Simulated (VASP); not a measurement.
Band structure of CdZn₃Te₄ (ordered alloy cell). All values below come from PBE GGA, VASP's PBE PAW potentials (set 64) (plane waves; VASP).

Unless said otherwise, spin-orbit coupling is left out, though it shifts the bands of the heavy elements here.

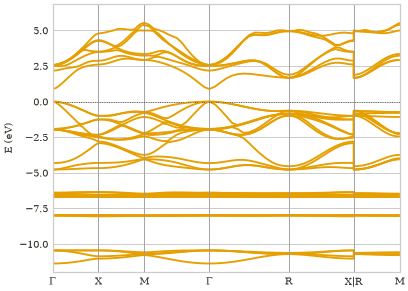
Figure. Bands along high-symmetry lines, zero at the valence-band maximum or, without a gap, the Fermi level

Read the plot: is there a gap, and where are the band edges?

The gap is direct, 0.89 eV, from the valence maximum at Γ to the conduction minimum at Γ. (Edges off the drawn lines would not show.)

The structure was generated: CdZn3Te4 was put into an ordered model structure (P-43m), which need not be its known phase. It was relaxed first.
